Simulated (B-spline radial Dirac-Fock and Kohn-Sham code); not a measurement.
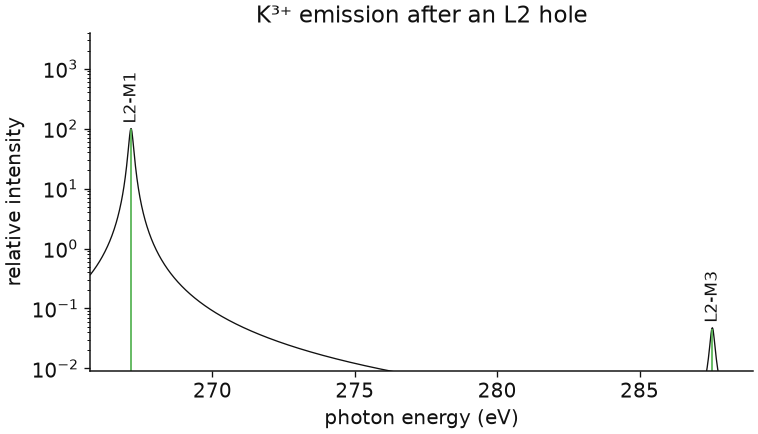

X-ray emission lines that fill an L2 (2p1/2) hole, broadened by a Lorentzian of 0.17 eV full width, on a logarithmic intensity axis. Multiplet splitting by the open shell is left out. The figure is for the ion K³⁺ in the configuration [Ne] 3s2 3p4. Computed with a B-spline radial code: independent-particle rates on relativistic LDA orbitals of the hole state (multipoles to L = 3), energies from Dirac–Fock ΔSCF.

What multipole carries the L2-M3 line?

E2; it is forbidden as an electric dipole and holds 0.046 % of the emission.
